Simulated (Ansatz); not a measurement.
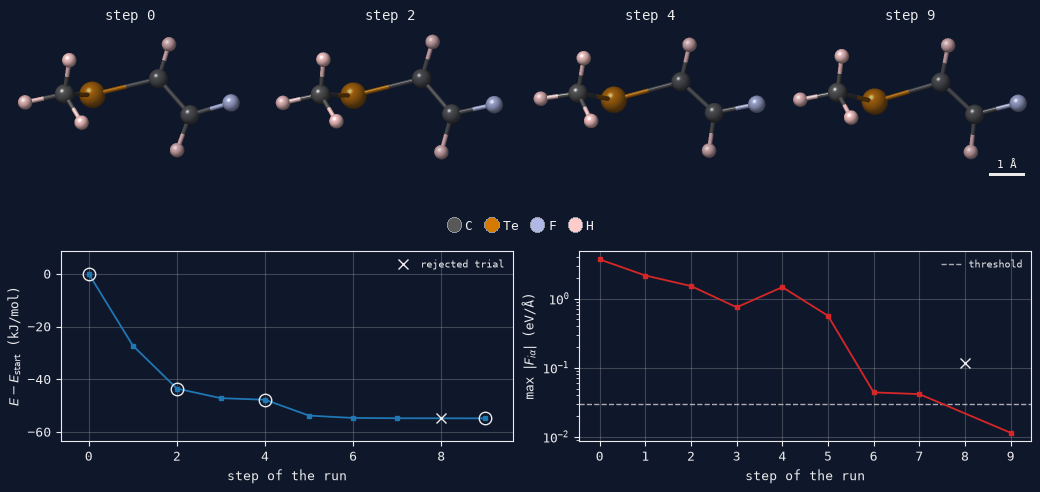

Frames of a relaxation of C3H5FTe (coarse preliminary run), marked on the history of the run. Style: ball-and-stick. Shown from a free direction.

The start comes from a force field.

All numbers below come from RKS PBE-D4/def2-SVP in Ansatz 0.2.0.

The input:
```yaml
crystal:
  periodic: [false, false, false]
  atoms:
    - {symbol: C, position_ang: [-1.651000, 0.456900, 0.589500]}
    - {symbol: Te, position_ang: [-0.220500, -0.674300, 1.584400]}
    - {symbol: C, position_ang: [0.818300, -0.901900, -0.245700]}
    - {symbol: C, position_ang: [1.850200, -0.004800, -0.595500]}
    - {symbol: F, position_ang: [2.455300, -0.177900, -1.776700]}
    - {symbol: H, position_ang: [-2.479800, 0.828000, 1.301300]}
    - {symbol: H, position_ang: [-2.137300, -0.099100, -0.225300]}
    - {symbol: H, position_ang: [-1.185100, 1.420100, 0.132300]}
    - {symbol: H, position_ang: [0.636700, -1.737200, -0.827000]}
    - {symbol: H, position_ang: [1.996300, 0.839000, 0.065500]}
basis:
  gaussian: {orbitals: def2-SVP}
hamiltonian: {xc: pbe, dispersion: d4}
relax: {f_tol: 0.03, max_steps: 200}
```

Command:
```bash
ansatz run in.yaml --threads 4 --pin off --events-out ev --progress --plain --max-ram 10444MiB
```

**What happens along the run?**

After 8 accepted moves (9 points after the start) the energy has fallen by 54.8 kJ/mol. The largest force component goes from 3.7 to 0.011 eV/Å. The line search rejected the trial step at point 8 of the run. The largest move after the best rigid fit is that of H10, 0.46 Å. Largest moves by element: H 0.46 Å, F 0.32 Å, Te 0.25 Å, C 0.23 Å. Near-neighbour distances that change, for instance: C1–Te2 2.077 → 2.182 Å, C3–H9 1.034 → 1.102 Å, C3–C4 1.411 → 1.343 Å, C1–H8 1.164 → 1.105 Å. Among the angles between lasting bonds that change: F5–C4–H10 125.4° → 112.6°, C3–C4–H10 116.3° → 125.0°, C1–Te2–C3 89.0° → 95.1°. From step 0 to 2: H atoms move most (0.18 Å), energy −43.6 kJ/mol. From step 2 to 4: H10 moves most (0.23 Å), energy −4.22 kJ/mol. From step 4 to 9: H9 moves most (0.15 Å), energy −7.07 kJ/mol.

```
step  E − E(0), kJ/mol  largest force component, eV/Å      note
   0              0.00                         3.7044          
   1            -27.24                         2.1670          
   2            -43.55                         1.5247          
   3            -47.18                         0.7506          
   4            -47.78                         1.4718          
   5            -53.81                         0.5652          
   6            -54.70                         0.0440          
   7            -54.80                         0.0415          
   8            -54.75                         0.1154  rejected
   9            -54.85                         0.0114
```
